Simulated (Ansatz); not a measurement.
F3HSi···FH3Si

The calculation's input:

```
crystal:
  periodic: [false, false, false]
  atoms:
    - {symbol: Si, position_ang: [-0.932965, -1.779603, -0.157867]}
    - {symbol: F, position_ang: [1.254402, 0.264447, -0.157730]}
    - {symbol: F, position_ang: [-2.052692, -2.888926, -0.165432]}
    - {symbol: F, position_ang: [-0.956202, -1.101113, 1.263681]}
    - {symbol: F, position_ang: [-1.338869, -0.697467, -1.228130]}
    - {symbol: H, position_ang: [0.363025, -2.379348, -0.454128]}
    - {symbol: Si, position_ang: [0.972225, 1.815987, 0.158418]}
    - {symbol: H, position_ang: [1.734914, 2.173788, 1.376303]}
    - {symbol: H, position_ang: [1.437826, 2.604062, -1.005739]}
    - {symbol: H, position_ang: [-0.481563, 1.988174, 0.370523]}
basis:
  gaussian: {orbitals: def2-TZVPP}
hamiltonian: {xc: pbe0, dispersion: d4}
output: {orbitals: {seedname: orbitals}}
```

Launched as:

```sh
ansatz run in.yaml --threads 8 --pin off --events-out ev --progress --plain --max-ram 19148MiB
```

The reactant side of a reaction path; geometry: PBE0-D4/def2-TZVP; a saddle point, not a minimum.

Method: RKS PBE0-D4/def2-TZVPP (Ansatz 0.2.0).

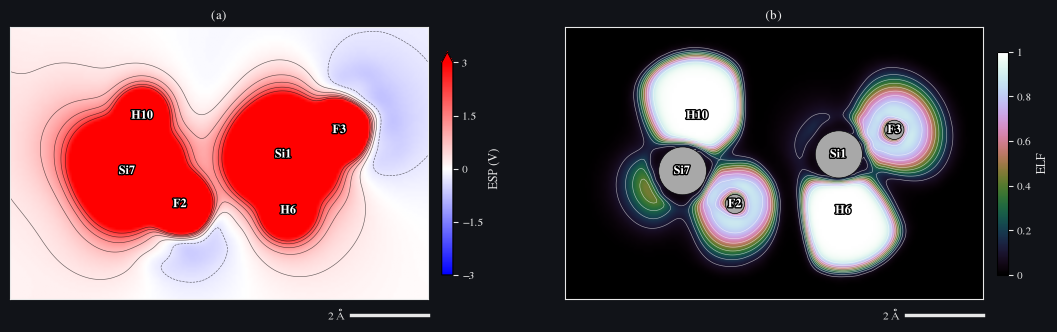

Figure 1. (a) molecular electrostatic potential; (b) ELF on the plane of atoms F2, Si7 and H10. Grey discs cover the atomic cores in the ELF map.

> Read the bonding off the picture.

- The section cuts through Si, F and H sites.
- Si1···F2 (2.99 Å): the ELF dips to about 0 between them.
- Si–F (1.58 Å): the ELF peaks at about 0.85 in the valence shell of F, 0.6 Å from its nucleus, and is about 0.45 at the midpoint.
- Si–H (1.46 Å): the ELF climbs to about 1 towards the hydrogen, as it does in any bond to H.
- The ELF also peaks beside F2 and F3, away from the bonds: lone-pair regions.
- Outside the dense part of the complex the potential is most negative (−0.7 V) near F3.

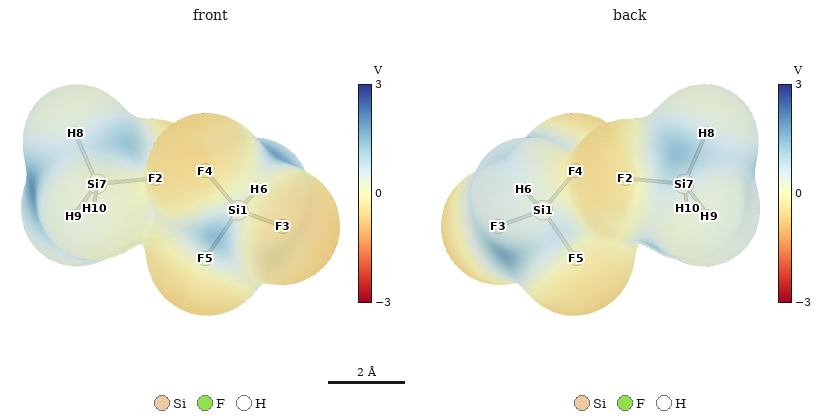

Figure 2. The electrostatic potential painted on the density surface at 0.002 e/bohr³, seen from the front and from behind; the colour scale runs from red (negative) to blue (positive).

> Where is the surface potential most negative and most positive?

The most negative region (about −0.7 V) lies over F3, the most positive (about +2.0 V) over Si1 and Si7.

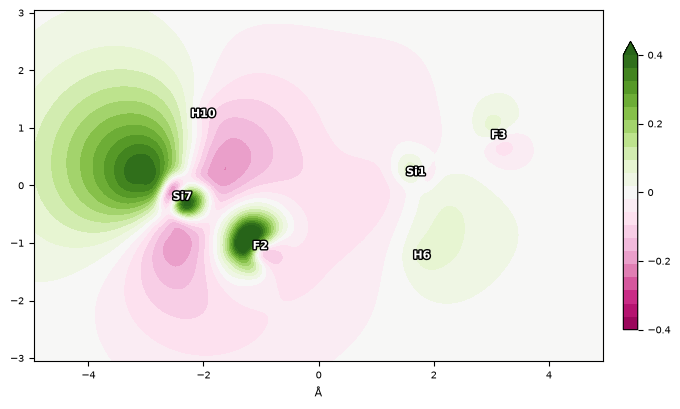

Figure 3. The LUMO on the plane of atoms F2, Si7 and H10 (values in Å⁻³ᐟ²; the overall sign is arbitrary).

> Where does this orbital lie, and at what energy?

Its weight (Hirshfeld) is mainly on Si7 (about 60 %), F2 (about 10 %), H8 (about 5 %), H9 (about 5 %) and H10 (about 5 %). Its energy is −0.27 eV.
